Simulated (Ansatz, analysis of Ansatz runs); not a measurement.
# Cs2Li3Br5 (C2/m), nudged elastic band: Br_i hop between interstitial places (q = 0)

Aim: the barrier of one jump in Cs2Li3Br5 (C2/m) at charge 0: Br_i hop between interstitial places. The model is a cell of 60 host atoms with 1 Br put in; Br is the atom that moves.

Method: plane-wave PAW DFT, PBEsol; nudged elastic band between two relaxed defect structures, in Ansatz 0.2.0.

## Step 1: The structure

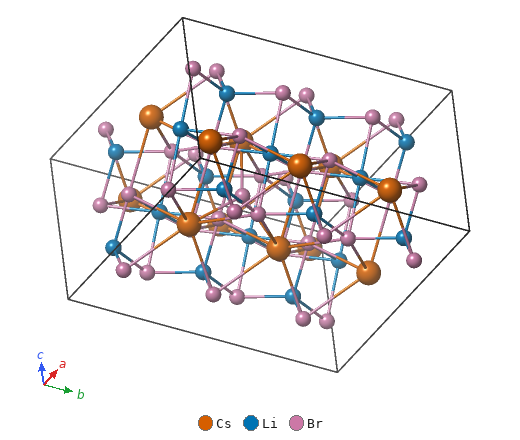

Start, viewed from a free direction; caesium orange, lithium blue, bromine pink. Some periodic images of atoms are drawn too.

The cell holds 61 atoms: 12 Cs, 18 Li and 31 Br. Cell: a = 15.495 Å, b = 12.965 Å, c = 9.925 Å, α = 90.0°, β = 114.9°, γ = 90.0°. It derives from Cs2Li3Br5 (space group C2/m). Nearest the centre at fractional (0.750, 0.750, 1.000): Br61 at 1.47 Å, Br52 at 2.41 Å, Br54 at 2.42 Å, Cs42 at 2.69 Å, Cs44 at 2.69 Å, Br34 at 3.89 Å, Br12 at 3.90 Å, Li49 at 4.02 Å.

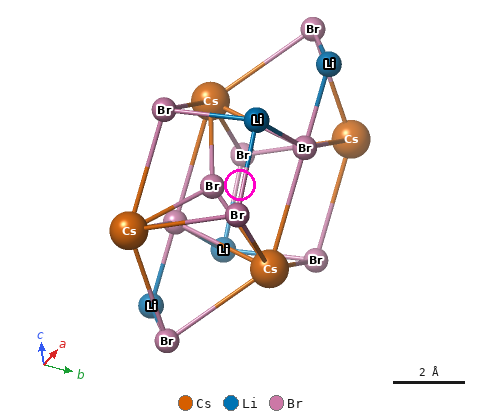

The atoms within 5 Å of the centre. A ring marks the middle of the ideal hop wherever no atom is near it.

The cell's shortest repeat is 9.9 Å.

## Step 2: Relaxation of the start point, charge 0

A barrier is counted from a minimum, so both ends are relaxed first. Small random displacements break the symmetry of the ideal sites, so that the defect can distort if it gains by it. The cell holds an odd number of electrons, so the run is spin-polarised with the moment held at 1 μB.

q0_M1.start/input.yaml

```yaml
crystal:
  lattice:
    - [15.49485404, 0.0, -0.00017743]
    - [0.0, 12.96467669, 0.0]
    - [-4.17734994, 0.0, 9.00330296]
  atoms:
    - { symbol: Cs, position: [0.18607102, 0.0, 0.72663764] }
    - { symbol: Cs, position: [0.68607102, 0.16666667, 0.72663764] }
    - { symbol: Cs, position: [0.31392898, 0.16666667, 0.27336236] }
    - { symbol: Cs, position: [0.81392898, 0.0, 0.27336236] }
    - { symbol: Li, position: [0.45099858, 0.0, 0.70868533] }
    - { symbol: Li, position: [0.95099858, 0.16666667, 0.70868533] }
    - { symbol: Li, position: [0.04900142, 0.16666667, 0.29131467] }
    - { symbol: Li, position: [0.54900142, 0.0, 0.29131467] }
    - { symbol: Li, position: [0.0, 0.0, 0.0] }
    - { symbol: Li, position: [0.5, 0.16666667, 0.0] }
    - { symbol: Br, position: [0.09880944, 0.16666667, 0.93955316] }
    - { symbol: Br, position: [0.59880944, 0.0, 0.93955316] }
    - { symbol: Br, position: [0.40119056, 0.0, 0.06044684] }
    - { symbol: Br, position: [0.90119056, 0.16666667, 0.06044684] }
    - { symbol: Br, position: [0.13324195, 0.0, 0.29728395] }
    - { symbol: Br, position: [0.63324195, 0.16666667, 0.29728395] }
    - { symbol: Br, position: [0.0, 0.16666667, 0.5] }
    - { symbol: Br, position: [0.5, 0.0, 0.5] }
    - { symbol: Br, position: [0.36675805, 0.16666667, 0.70271605] }
    - { symbol: Br, position: [0.86675805, 0.0, 0.70271605] }
    - { symbol: Cs, position: [0.18607102, 0.33333333, 0.72663764] }
    - { symbol: Cs, position: [0.68607102, 0.5, 0.72663764] }
    - { symbol: Cs, position: [0.31392898, 0.5, 0.27336236] }
    - { symbol: Cs, position: [0.81392898, 0.33333333, 0.27336236] }
    - { symbol: Li, position: [0.45099858, 0.33333333, 0.70868533] }
    - { symbol: Li, position: [0.95099858, 0.5, 0.70868533] }
    - { symbol: Li, position: [0.04900142, 0.5, 0.29131467] }
    - { symbol: Li, position: [0.54900142, 0.33333333, 0.29131467] }
    - { symbol: Li, position: [0.0, 0.33333333, 0.0] }
    - { symbol: Li, position: [0.5, 0.5, 0.0] }
    - { symbol: Br, position: [0.09880944, 0.5, 0.93955316] }
    - { symbol: Br, position: [0.59880944, 0.33333333, 0.93955316] }
    - { symbol: Br, position: [0.40119056, 0.33333333, 0.06044684] }
    - { symbol: Br, position: [0.90119056, 0.5, 0.06044684] }
    - { symbol: Br, position: [0.13324195, 0.33333333, 0.29728395] }
    - { symbol: Br, position: [0.63324195, 0.5, 0.29728395] }
    - { symbol: Br, position: [0.0, 0.5, 0.5] }
    - { symbol: Br, position: [0.5, 0.33333333, 0.5] }
    - { symbol: Br, position: [0.36675805, 0.5, 0.70271605] }
    - { symbol: Br, position: [0.86675805, 0.33333333, 0.70271605] }
    - { symbol: Cs, position: [0.18607102, 0.66666667, 0.72663764] }
    - { symbol: Cs, position: [0.68607102, 0.83333333, 0.72663764] }
    - { symbol: Cs, position: [0.31392898, 0.83333333, 0.27336236] }
    - { symbol: Cs, position: [0.81392898, 0.66666667, 0.27336236] }
    - { symbol: Li, position: [0.45099858, 0.66666667, 0.70868533] }
    - { symbol: Li, position: [0.95099858, 0.83333333, 0.70868533] }
    - { symbol: Li, position: [0.04900142, 0.83333333, 0.29131467] }
    - { symbol: Li, position: [0.54900142, 0.66666667, 0.29131467] }
    - { symbol: Li, position: [0.0, 0.66666667, 0.0] }
    - { symbol: Li, position: [0.5, 0.83333333, 0.0] }
    - { symbol: Br, position: [0.09880944, 0.83333333, 0.93955316] }
    - { symbol: Br, position: [0.59880944, 0.66666667, 0.93955316] }
    - { symbol: Br, position: [0.40119056, 0.66666667, 0.06044684] }
    - { symbol: Br, position: [0.90119056, 0.83333333, 0.06044684] }
    - { symbol: Br, position: [0.13324195, 0.66666667, 0.29728395] }
    - { symbol: Br, position: [0.63324195, 0.83333333, 0.29728395] }
    - { symbol: Br, position: [0.0, 0.83333333, 0.5] }
    - { symbol: Br, position: [0.5, 0.66666667, 0.5] }
    - { symbol: Br, position: [0.36675805, 0.83333333, 0.70271605] }
    - { symbol: Br, position: [0.86675805, 0.66666667, 0.70271605] }
    - { symbol: Br, position: [0.776302, 0.666667, 0.923677] }
basis:
  ecutwfc: 420
  xc_grid: 2
hamiltonian:
  xc: pbesol
kpoints:
  mp_grid: { grid: [1, 1, 1], shift: [0.25, 0.25, 0.25] }
magnetization:
  spin_polarized: true
  initial_magnetization: 1
  spin_locking: { lock_magnetization: hard }
scf:
  occupations: { method: fixed }
  max_iter: 120
output:
  forces: true
relax:
  f_tol: 0.02
  max_steps: 70
  random_displacement: { amplitude: 0.03, seed: 7502 }
```

Launch:

```console
ansatz run input.yaml --threads 32 --pin off --max-ram 84787MiB --backend cuda --events-out ev --progress --plain --runs-dir out --max-vram 78GiB
```

Numbers of over 12 decimals in the logs are rounded to 6 here.

The program printed:

```text
[... repeated set-up lines and file paths are left out, and long positions are rounded to six places ...]
The last accepted step is kept in <dir> (removed where the run ends without a failure and the disk answers)
Engine: ansatz 0.2.0, aarch64-unknown-linux-gnu
Pseudopotentials: kind: paw
Pseudopotential: Cs, paw, valence charge 9, recommended cutoff 420 eV (normal), Cs.paw.azcp
Pseudopotential: Li, paw, valence charge 3, recommended cutoff 420 eV (normal), Li.paw.azcp
Pseudopotential: Br, paw, valence charge 7, recommended cutoff 420 eV (normal), Br.paw.azcp
Functional definition: PBEsol
  exchange = pbesol_x
  correlation = pbesol_c
[...]
Crystal: 61 atoms, lattice volume = 1808.626 Å³
Basis set: ecut = 420 eV, 35357 PW (Γ), exchange–correlation on 216×180×144 points (8 copies of the dense FFT grid, shifted against one another)
Bands: 251, of which v1, the nominal top of the filled ones, is band 190 counted from 1 (189 counted from 0)
Symmetry: 1 space group operations
k-points: 1
Non-local potential: Cs, projectors of the file, l = 0: 3, l = 1: 2, l = 2: 2, l = 3: 2
Non-local potential: Li, projectors of the file, l = 0: 3, l = 1: 2, l = 2: 1
Non-local potential: Br, projectors of the file, l = 0: 2, l = 1: 2, l = 2: 2
PAW form: soft (Blöchl's): semilocal exchange-correlation on the pseudo side does not see the compensation charge
PAW frozen core: Cs, regenerated for the run's functional, and the local potential with it (the file was generated under x = pbe(κ = 0.804, μ = 0.219515), c = pbe(β = 0.066725))
PAW frozen core: Br, regenerated for the run's functional, and the local potential with it (the file was generated under x = pbe(κ = 0.804, μ = 0.219515), c = pbe(β = 0.066725))
PAW one-centre angular grid: Cs, 194 points (default); XC on 64 Gauss nodes
PAW one-centre angular grid: Li, 110 points (default); XC on 64 Gauss nodes
PAW one-centre angular grid: Br, 110 points (default); XC on 64 Gauss nodes
Initial density: superposition of atomic densities (chi_scale 0.1, normalization cell, long waves kept (reshape's long-wave potential 0.19 eV rms))
Starting moments: Σ|m| = 1 μB on 61 of 61 sites
Initial wavefunctions: pseudopotential atomic-orbital guess
[...]
Functional: x = pbesol(κ = 0.804, μ = 0.123457), c = pbesol(β = 0.046)
SCF iter   1: F=—  HF=-155622.991505 eV  |F-HF|=—  |Δ(HF+E_count)|=         —  Δρ=1.39e-2 (↑1.23e-2 ↓1.39e-2)  dr2=3.24e1  dr2_m=1.12e-1  M=1.000 μB ∫|m|=1.030 μB  β_m=0.30  ethr=3.10e-3  ⟨swp⟩=9.0  Hψ=1642  notcnv=0  defer=118
preconditioner: auto → Resta (q_TF=auto, 2.103 Å⁻¹)  ε∞=3.0  [insulator: Δε(μ)=0.862 eV  Ē_g=10.751 eV  n_scr=286 (ndim 8)  ℏωp=15.2 eV  f_vac=0.000  ε∞_Penn≈3.0]
spin=Collinear: Resta preconditioning applied to the charge; magnetization (m = ρ↑ − ρ↓) channel mixes plain (no charge-response kernel on spin).
SCF iter   2: F=—  HF=-155615.524644 eV  |F-HF|=—  |Δ(HF+E_count)|=    7.47e0  Δρ=9.16e-3 (↑7.98e-3 ↓9.16e-3)  dr2=1.42e1  dr2_m=6.10e-2  M=1.000 μB ∫|m|=1.035 μB  β_m=0.58  ethr=3.10e-3  ⟨swp⟩=3.0  Hψ=722  notcnv=0  defer=118
[...]
SCF iter   9: F=-155610.000889 eV  HF=-155610.000889 eV  |F-HF|=3.21e-8  |Δ(HF+E_count)|=   8.29e-6  Δρ=2.55e-6 (↑1.82e-6 ↓2.55e-6)  dr2=5.89e-7  dr2_m=8.54e-9  M=1.000 μB ∫|m|=1.074 μB  ethr=1.78e-9  ⟨swp⟩=4.0  Hψ=1213  notcnv=0
SCF 1 converged in 9 iterations: F = -155610.000889 eV  dr2 = 5.89e-7
  greatest PAW one-centre occupation: 1.000 electrons in one spin orbital (limit 2), on the Li atom at site 47 (counted from 0), in its partial waves of l = 0
relax step   1: F+E_penalty+E_count = -155610.00088921 eV  Δ(F+E_penalty+E_count) = +0.000e0 eV  max|allowed force component| = 2.016e0 eV/Å  Δτ_max = 0.0000 Å  (9 SCF iters, dr2 threshold 1.00e-5 eV, accepted)
[... the SCF cycles and remarks between the steps are left out from here to the last step ...]
relax step   2: F+E_penalty+E_count = -155611.20239132 eV  Δ(F+E_penalty+E_count) = -1.202e0 eV  max|allowed force component| = 6.057e-1 eV/Å  Δτ_max = 0.1948 Å  (5 SCF iters, dr2 threshold 1.00e-4 eV, accepted)
relax step   3: F+E_penalty+E_count = -155611.69018940 eV  Δ(F+E_penalty+E_count) = -4.878e-1 eV  max|allowed force component| = 3.280e-1 eV/Å  Δτ_max = 0.1910 Å  (6 SCF iters, dr2 threshold 2.29e-5 eV, accepted)
relax step   4: F+E_penalty+E_count = -155611.86873117 eV  Δ(F+E_penalty+E_count) = -1.785e-1 eV  max|allowed force component| = 1.961e-1 eV/Å  Δτ_max = 0.2000 Å  (6 SCF iters, dr2 threshold 9.71e-6 eV, accepted)
relax step   5: F+E_penalty+E_count = -155611.94441059 eV  Δ(F+E_penalty+E_count) = -7.568e-2 eV  max|allowed force component| = 1.519e-1 eV/Å  Δτ_max = 0.1948 Å  (6 SCF iters, dr2 threshold 1.13e-5 eV, accepted)
relax step   6: F+E_penalty+E_count = -155611.97491102 eV  Δ(F+E_penalty+E_count) = -3.050e-2 eV  max|allowed force component| = 2.388e-1 eV/Å  Δτ_max = 0.2000 Å  (6 SCF iters, dr2 threshold 8.24e-6 eV, accepted)
relax step   7: F+E_penalty+E_count = -155611.95196132 eV  Δ(F+E_penalty+E_count) = +2.295e-2 eV  max|allowed force component| = 2.074e-1 eV/Å  Δτ_max = 0.1419 Å  (6 SCF iters, dr2 threshold 3.42e-5 eV, rejected (line search))
relax step   8: F+E_penalty+E_count = -155611.98744940 eV  Δ(F+E_penalty+E_count) = -1.254e-2 eV  max|allowed force component| = 3.314e-2 eV/Å  Δτ_max = 0.0676 Å  (8 SCF iters, accepted)
relax step   9: F+E_penalty+E_count = -155611.98851462 eV  Δ(F+E_penalty+E_count) = -1.065e-3 eV  max|allowed force component| = 3.604e-2 eV/Å  Δτ_max = 0.0287 Å  (7 SCF iters, accepted)
relax step  10: F+E_penalty+E_count = -155611.98618509 eV  Δ(F+E_penalty+E_count) = +2.330e-3 eV  max|allowed force component| = 3.665e-2 eV/Å  Δτ_max = 0.1500 Å  (8 SCF iters, rejected (line search))
[...]
relax step  11: F+E_penalty+E_count = -155611.98980097 eV  Δ(F+E_penalty+E_count) = -1.286e-3 eV  max|allowed force component| = 5.769e-3 eV/Å  Δτ_max = 0.0537 Å  (7 SCF iters, accepted)
[...]
- { symbol: Li, position: [0.449675, 0.001529, 0.700548] }
    - { symbol: Li, position: [0.956170, 0.167031, 0.707171] }
    - { symbol: Li, position: [0.050840, 0.166854, 0.291669] }
    - { symbol: Li, position: [0.548613, 0.005488, 0.288952] }
    - { symbol: Li, position: [0.008513, 0.000233, 0.004570] }
    - { symbol: Li, position: [0.500125, 0.166419, -0.006473] }
    - { symbol: Br, position: [0.101923, 0.166836, 0.940744] }
    - { symbol: Br, position: [0.597176, -0.001193, 0.932300] }
    - { symbol: Br, position: [0.400444, 0.004666, 0.058211] }
    - { symbol: Br, position: [0.904584, 0.166907, 0.059101] }
    - { symbol: Br, position: [0.139399, 0.003063, 0.306944] }
    - { symbol: Br, position: [0.636846, 0.166615, 0.290780] }
    - { symbol: Br, position: [-0.001901, 0.166745, 0.493758] }
    - { symbol: Br, position: [0.500302, 0.008201, 0.496278] }
    - { symbol: Br, position: [0.367317, 0.166686, 0.701059] }
    - { symbol: Br, position: [0.872930, 0.002375, 0.697529] }
    - { symbol: Cs, position: [0.186341, 0.329403, 0.723678] }
    - { symbol: Cs, position: [0.691483, 0.487705, 0.701711] }
    - { symbol: Cs, position: [0.315921, 0.496969, 0.284732] }
    - { symbol: Cs, position: [0.814980, 0.336380, 0.264833] }
    - { symbol: Li, position: [0.449707, 0.331778, 0.700677] }
    - { symbol: Li, position: [0.961112, 0.496963, 0.720385] }
    - { symbol: Li, position: [0.054429, 0.497489, 0.296195] }
    - { symbol: Li, position: [0.548779, 0.327769, 0.289375] }
    - { symbol: Li, position: [0.008290, 0.333666, 0.004970] }
    - { symbol: Li, position: [0.493012, 0.475584, -0.005505] }
    - { symbol: Br, position: [0.110422, 0.493782, 0.944346] }
    - { symbol: Br, position: [0.597249, 0.334433, 0.932602] }
    - { symbol: Br, position: [0.400570, 0.328788, 0.058484] }
    - { symbol: Br, position: [0.913913, 0.489232, 0.059381] }
    - { symbol: Br, position: [0.139435, 0.330612, 0.307020] }
    - { symbol: Br, position: [0.628092, 0.496698, 0.296506] }
    - { symbol: Br, position: [0.003626, 0.495927, 0.503170] }
    - { symbol: Br, position: [0.500547, 0.325629, 0.496683] }
    - { symbol: Br, position: [0.360835, 0.495422, 0.692657] }
    - { symbol: Br, position: [0.872553, 0.331469, 0.697475] }
    - { symbol: Cs, position: [0.184337, 0.666717, 0.726491] }
    - { symbol: Cs, position: [0.691343, 0.846593, 0.699607] }
    - { symbol: Cs, position: [0.315786, 0.836680, 0.284816] }
    - { symbol: Cs, position: [0.819496, 0.666414, 0.327321] }
    - { symbol: Li, position: [0.439371, 0.666657, 0.694966] }
    - { symbol: Li, position: [0.961176, 0.836625, 0.720376] }
    - { symbol: Li, position: [0.054460, 0.836105, 0.296116] }
    - { symbol: Li, position: [0.540103, 0.666667, 0.279650] }
    - { symbol: Li, position: [0.000671, 0.666821, 0.011570] }
    - { symbol: Li, position: [0.492581, 0.857237, -0.005860] }
    - { symbol: Br, position: [0.110592, 0.839723, 0.944173] }
    - { symbol: Br, position: [0.548742, 0.666271, 0.963873] }
    - { symbol: Br, position: [0.380200, 0.667140, 0.070216] }
    - { symbol: Br, position: [0.914257, 0.844525, 0.058894] }
    - { symbol: Br, position: [0.135167, 0.666785, 0.300781] }
    - { symbol: Br, position: [0.628023, 0.836581, 0.295759] }
    - { symbol: Br, position: [0.003462, 0.837360, 0.502890] }
    - { symbol: Br, position: [0.505879, 0.666846, 0.509218] }
    - { symbol: Br, position: [0.360851, 0.837853, 0.692670] }
    - { symbol: Br, position: [0.879816, 0.666788, 0.717441] }
    - { symbol: Br, position: [0.728878, 0.668330, 0.959485] }
```

The job ended after 8.7 s (1 × NVIDIA GB200 with 32 threads of Arm Neoverse V2, shared host; peak memory 1.4 GiB; 39 s of CPU time).

Relaxation path:

```tsv
step	energy less that of the first step (eV)	largest force component (eV/Å)
1	0.0000	2.0160
2	-1.2015	0.6057
3	-1.6893	0.3280
4	-1.8678	0.1961
5	-1.9435	0.1519
6	-1.9740	0.2388
7	-1.9511	0.2074
8	-1.9866	0.0331
9	-1.9876	0.0360
10	-1.9853	0.0367
11	-1.9889	0.0058
```

Relaxation steps 7, 10 were tried and not accepted.

The atoms that moved most (Å, from the sites as typed, ahead of the random displacement, the mean shift of all atoms taken out):

```tsv
atom	dx	dy	dz	length
Br61	-0.883	0.020	0.316	0.938
Br52	-0.876	-0.007	0.212	0.902
Cs44	-0.138	-0.005	0.479	0.499
Br53	-0.365	0.005	0.081	0.374
Cs42	0.196	0.170	-0.250	0.360
Cs22	0.189	-0.161	-0.231	0.339
Li30	-0.084	-0.318	-0.056	0.334
Li50	-0.089	0.308	-0.059	0.327
```

Neighbours of Br61 at the end:

```tsv
atom	distance (Å)
Br52	2.810
Cs44	3.314
Cs42	3.327
Cs22	3.334
Br54	3.472
Br34	3.493
Br60	3.996
Li49	4.021
```

This step gave:

- free energy: -155611.9898 eV
- total moment: 1 μB
- integral of the absolute spin density: 1.066 μB
- spin contamination: 0.001257
- r.m.s. move of the farther half of the atoms: 0.08652 Å
- largest move from the ideal geometry of this structure, a common shift of the far atoms taken out: 0.9472 Å

The relaxation gained 1.989 eV and ended with a largest force component of 0.0058 eV/Å.

(Continued in part 2 of 3.)

[Logs are printed without paths, hosts, clocks, repeated set-up lines and the standing remarks that a program may print on its own settings, such as how far it seeks lower states.]

[Hosts, paths, dates, database ids (printed as entryN), source tags and the programs' standing remarks are cut or masked in the printed files.]
